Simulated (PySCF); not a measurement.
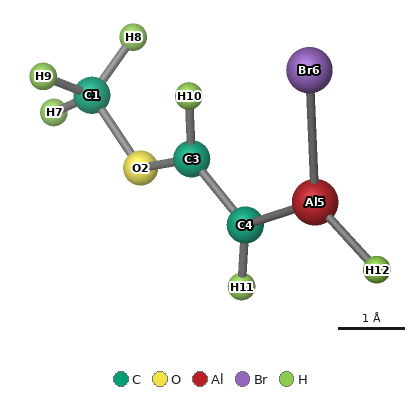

**Figure 1.** The starting structure (ball-and-stick view, seen at a tilt; atoms are numbered from 1 in the order of the input). Sticks mark near contacts.

# C3H6AlBrO: geometry relaxation

C3H6AlBrO, computed with PBE0-D3(BJ)/def2-SVP geometry optimisation, gas phase (PySCF 2.14.0).

It belongs to a series of runs on one base structure; here: F replaced by Br.

Output
```
step   0  E = -3008.61203640  max force = 0.037278
step   1  E = -3008.61611022  max force = 0.006202
step   2  E = -3008.61595067  max force = 0.003149
step   3  E = -3008.61642901  max force = 0.001238
step   4  E = -3008.61644872  max force = 0.000642
step   5  E = -3008.61644373  max force = 0.000820
step   6  E = -3008.61645294  max force = 0.000540
step   7  E = -3008.61645743  max force = 0.000579
step   8  E = -3008.61646218  max force = 0.000518
step   9  E = -3008.61646673  max force = 0.000447
optimisation converged
```

Trajectory as extended XYZ (Å, eV, eV/Å), 9 of the 10 frames kept, from step=0 to step=9
```
12
Properties=species:S:1:pos:R:3:forces:R:3 step=0 energy=-81868.50351
C    -2.3524    0.2087    0.1309   -0.6362   1.4929  -0.1399
O    -1.3252   -0.5339    0.6669    1.1849  -0.4255   0.2056
C    -0.0895   -0.1513    0.3299    1.7229  -1.3170   1.0811
C     1.0669   -0.7770    0.7743   -1.9169   0.6841  -0.5142
Al    2.7749   -0.1156    0.2046   -0.4432  -0.1422   0.1930
Br    2.9305    1.6885   -1.1475   -0.1182   0.1558  -0.1347
H    -3.2866   -0.2132    0.4922   -0.3550  -0.2010   0.0259
H    -2.3458    0.2082   -0.9725   -0.0331  -0.0810  -0.0170
H    -2.3180    1.2819    0.4763    0.0080  -0.6332  -0.2220
H    -0.0080    0.7165   -0.3105   -0.2178   0.5531  -0.4718
H     0.8563   -1.6372    1.4386    0.3255   0.1724  -0.1654
H     4.1366   -0.7040    0.6283    0.4791  -0.2584   0.1593
12
Properties=species:S:1:pos:R:3:forces:R:3 step=1 energy=-81868.61436
C    -2.3621    0.3286    0.1437    0.2420  -0.2594   0.0647
O    -1.2988   -0.4170    0.7076   -0.3189   0.0664  -0.0178
C    -0.0605   -0.0969    0.3325   -0.0106   0.0428  -0.1417
C     1.0226   -0.8142    0.6980    0.1637  -0.0148   0.1101
Al    2.7986   -0.2872    0.2251   -0.1255   0.0100   0.0365
Br    2.9109    1.5711   -1.0794    0.1167   0.0844  -0.0813
H    -3.2916   -0.0387    0.5962    0.0245   0.0154   0.0340
H    -2.4131    0.1741   -0.9440   -0.0341  -0.0077  -0.1078
H    -2.2554    1.4031    0.3463    0.0059   0.1361   0.0715
H     0.0119    0.7993   -0.3098    0.0480  -0.0880   0.0831
H     0.8173   -1.6876    1.3325   -0.0301   0.0126  -0.0235
H     4.1625   -0.9643    0.6625   -0.0815   0.0022  -0.0279
12
Properties=species:S:1:pos:R:3:forces:R:3 step=2 energy=-81868.61002
C    -2.3839    0.3090    0.1557    0.0804  -0.0457   0.0473
O    -1.3200   -0.4424    0.6966   -0.0088  -0.0102  -0.0642
C    -0.0853   -0.1011    0.3223    0.0247   0.0967  -0.0473
C     1.0199   -0.7821    0.6901   -0.0743   0.0985  -0.0072
Al    2.7867   -0.2372    0.2116    0.1133  -0.0594  -0.0244
Br    3.1583    1.5708   -1.1285   -0.1619  -0.0490   0.1173
H    -3.3050   -0.0721    0.6130   -0.0188   0.0221  -0.0093
H    -2.4497    0.1838   -0.9385    0.0022   0.0030  -0.0002
H    -2.2798    1.3818    0.3928   -0.0169  -0.0078  -0.0104
H    -0.0262    0.7986   -0.3107   -0.0150   0.0049  -0.0235
H     0.8295   -1.6591    1.3233    0.0691  -0.0255   0.0021
H     4.0978   -0.9797    0.6835    0.0060  -0.0276   0.0198
12
Properties=species:S:1:pos:R:3:forces:R:3 step=3 energy=-81868.62304
C    -2.3679    0.3171    0.1444    0.0454  -0.0238   0.0338
O    -1.3126   -0.4390    0.6928   -0.0351   0.0037  -0.0637
C    -0.0743   -0.1047    0.3244    0.0231   0.0061   0.0095
C     1.0205   -0.7969    0.7028   -0.0133   0.0434   0.0216
Al    2.7856   -0.2540    0.2265    0.0410  -0.0178  -0.0336
Br    3.0328    1.5763   -1.1065   -0.0255  -0.0099   0.0559
H    -3.2948   -0.0544    0.5981   -0.0181   0.0159  -0.0074
H    -2.4290    0.1883   -0.9497   -0.0037   0.0056   0.0035
H    -2.2584    1.3903    0.3777   -0.0152  -0.0091  -0.0103
H    -0.0044    0.7928   -0.3106   -0.0058  -0.0020  -0.0106
H     0.8262   -1.6740    1.3349    0.0095  -0.0001  -0.0049
H     4.1186   -0.9716    0.6764   -0.0023  -0.0122   0.0062
12
Properties=species:S:1:pos:R:3:forces:R:3 step=4 energy=-81868.62357
C    -2.3715    0.3145    0.1342    0.0249  -0.0027   0.0125
O    -1.3117   -0.4319    0.6850   -0.0185   0.0051  -0.0330
C    -0.0730   -0.0925    0.3207    0.0242  -0.0190  -0.0254
C     1.0211   -0.7823    0.7067   -0.0247   0.0037   0.0213
Al    2.7967   -0.2696    0.2357   -0.0122   0.0287  -0.0043
Br    3.0473    1.5857   -1.0579    0.0146  -0.0058   0.0300
H    -3.2971   -0.0544    0.5933   -0.0007   0.0031  -0.0049
H    -2.4364    0.1757   -0.9584   -0.0015   0.0047  -0.0047
H    -2.2681    1.3904    0.3561    0.0001   0.0015  -0.0057
H    -0.0041    0.7991   -0.3226   -0.0024   0.0096   0.0086
H     0.8185   -1.6579    1.3377    0.0038  -0.0114   0.0122
H     4.1207   -1.0066    0.6805   -0.0077  -0.0174  -0.0066
12
Properties=species:S:1:pos:R:3:forces:R:3 step=6 energy=-81868.62369
C    -2.3693    0.3240    0.1105   -0.0220   0.0191  -0.0146
O    -1.3170   -0.4235    0.6696    0.0168  -0.0251  -0.0012
C    -0.0725   -0.0903    0.3191   -0.0278  -0.0112  -0.0147
C     1.0130   -0.7842    0.7200    0.0021  -0.0122   0.0090
Al    2.7937   -0.2822    0.2597    0.0009  -0.0026   0.0240
Br    3.0733    1.5868   -1.0018    0.0097   0.0074   0.0144
H    -3.2991   -0.0360    0.5689    0.0065   0.0036  -0.0087
H    -2.4325    0.1776   -0.9812    0.0019   0.0062  -0.0087
H    -2.2631    1.4012    0.3239    0.0129   0.0086  -0.0023
H     0.0065    0.8004   -0.3244    0.0072   0.0088   0.0106
H     0.8034   -1.6608    1.3483   -0.0093   0.0140  -0.0007
H     4.1059   -1.0429    0.6985    0.0011  -0.0165  -0.0071
12
Properties=species:S:1:pos:R:3:forces:R:3 step=7 energy=-81868.62381
C    -2.3677    0.3291    0.1024   -0.0277   0.0242  -0.0164
O    -1.3200   -0.4216    0.6653    0.0190  -0.0298  -0.0004
C    -0.0736   -0.0909    0.3196   -0.0243  -0.0029  -0.0154
C     1.0091   -0.7868    0.7242    0.0111  -0.0066   0.0047
Al    2.7920   -0.2871    0.2684    0.0034  -0.0125   0.0264
Br    3.0817    1.5830   -0.9884    0.0030   0.0080   0.0149
H    -3.2999   -0.0277    0.5583    0.0033   0.0066  -0.0092
H    -2.4283    0.1824   -0.9895    0.0035   0.0062  -0.0063
H    -2.2582    1.4062    0.3156    0.0102   0.0053  -0.0033
H     0.0095    0.8005   -0.3226    0.0082   0.0061   0.0103
H     0.7966   -1.6634    1.3512   -0.0108   0.0108   0.0004
H     4.1011   -1.0535    0.7066    0.0011  -0.0155  -0.0057
12
Properties=species:S:1:pos:R:3:forces:R:3 step=8 energy=-81868.62394
C    -2.3671    0.3307    0.1003   -0.0222   0.0225  -0.0133
O    -1.3210   -0.4215    0.6647    0.0136  -0.0266  -0.0045
C    -0.0740   -0.0918    0.3203   -0.0159   0.0001  -0.0170
C     1.0083   -0.7880    0.7255    0.0078  -0.0030   0.0027
Al    2.7915   -0.2885    0.2704    0.0017  -0.0119   0.0252
Br    3.0811    1.5821   -0.9856    0.0035   0.0070   0.0154
H    -3.3002   -0.0247    0.5552    0.0015   0.0068  -0.0085
H    -2.4265    0.1840   -0.9917    0.0042   0.0061  -0.0044
H    -2.2559    1.4077    0.3136    0.0086   0.0026  -0.0039
H     0.0102    0.7998   -0.3216    0.0080   0.0057   0.0101
H     0.7951   -1.6644    1.3522   -0.0109   0.0061   0.0034
H     4.1007   -1.0553    0.7079    0.0002  -0.0153  -0.0053
12
Properties=species:S:1:pos:R:3:forces:R:3 step=9 energy=-81868.62406
C    -2.3665    0.3326    0.0979   -0.0136   0.0178  -0.0090
O    -1.3217   -0.4211    0.6637    0.0047  -0.0199  -0.0103
C    -0.0742   -0.0921    0.3207   -0.0077  -0.0012  -0.0157
C     1.0074   -0.7891    0.7268    0.0044  -0.0002   0.0014
Al    2.7913   -0.2907    0.2732   -0.0009  -0.0097   0.0230
Br    3.0804    1.5808   -0.9820    0.0054   0.0060   0.0157
H    -3.3005   -0.0216    0.5517    0.0005   0.0066  -0.0076
H    -2.4247    0.1858   -0.9942    0.0045   0.0059  -0.0038
H    -2.2539    1.4094    0.3113    0.0075   0.0017  -0.0041
H     0.0114    0.7995   -0.3209    0.0072   0.0056   0.0098
H     0.7929   -1.6654    1.3532   -0.0111   0.0024   0.0056
H     4.1005   -1.0580    0.7099   -0.0008  -0.0149  -0.0049
```

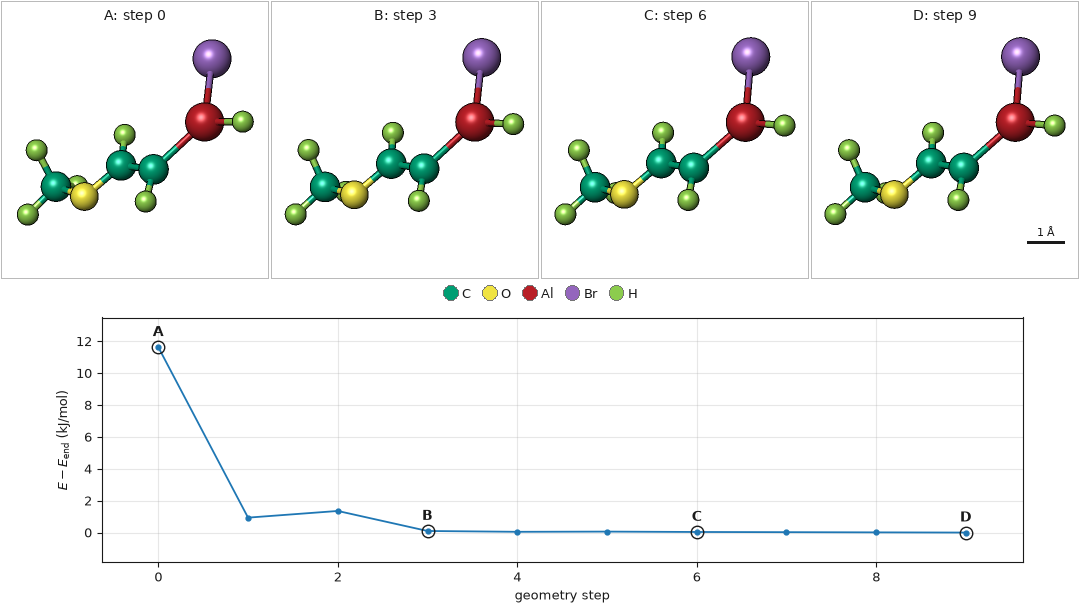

**Figure 2.** Frames of the relaxation (ball-and-stick view, seen at a tilt) above the curves, on which the letters mark them (steps are counted from 0).

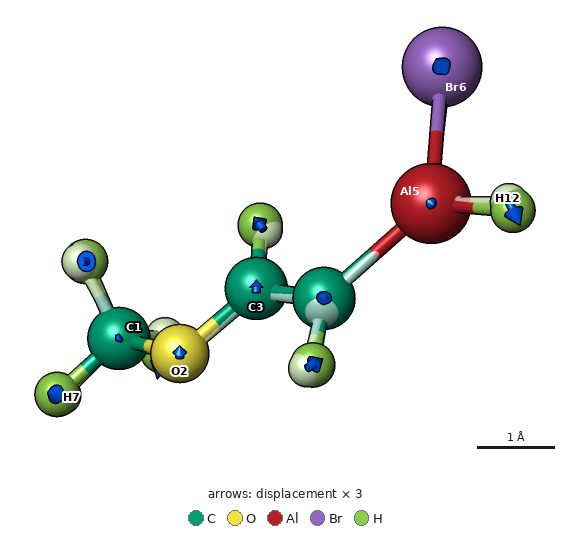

**Figure 3.** Start (faint) and end (solid) with the displacements as blue arrows, magnified 3 times (ball-and-stick view, seen at a tilt). The two geometries are laid on each other by the best rigid fit. H8 moves most after the best rigid fit: 0.20 Å. By element the largest moves are H 0.20 Å, Br 0.12 Å, C 0.08 Å, O 0.06 Å, Al 0.04 Å. Among the contacts that change: C3–C4 1.388 → 1.349 Å, Al5–H12 1.543 → 1.579 Å, C1–O2 1.376 → 1.407 Å, C1–H9 1.128 → 1.103 Å. Among the angles that change: Al5–C4–H11 128.0° → 121.8°, C3–C4–Al5 119.4° → 122.9°, C4–Al5–Br6 120.9° → 117.8°. After 9 geometry steps the energy has fallen by 11.6 kJ/mol. Largest force component: 1.9 eV/Å at the start, 0.023 eV/Å at the end. (Atoms are counted from 1 in the order of the input.)

This output came from the following input.

Input file
```
{"job": {"xc": "PBE0", "basis": "def2-SVP", "d3": "d3bj", "grid": 1, "shake": 0.01, "kind": "geom"}, "charge": 0, "multiplicity": 1}
C     -2.352440     0.208700     0.130940
O     -1.325200    -0.533910     0.666870
C     -0.089470    -0.151300     0.329860
C      1.066860    -0.776950     0.774310
Al     2.774900    -0.115590     0.204650
Br     2.930500     1.688520    -1.147460
H     -3.286580    -0.213230     0.492190
H     -2.345770     0.208230    -0.972540
H     -2.318040     1.281930     0.476290
H     -0.007990     0.716510    -0.310480
H      0.856310    -1.637150     1.438630
H      4.136610    -0.704030     0.628350
```

The first line tells a small driver script what to run in PySCF; the rest is the geometry in Å.

Run as:
```bash
OMP_NUM_THREADS=1 python <driver script> task.json out
```

Key numbers

```tsv
quantity	value
outcome	converged
total energy	−3008.616467 hartree
dipole moment	2.98 D
point group	C1
hardware	1 CPU thread, shared host
wall time	1.7 min
peak memory	0.52 GiB
```
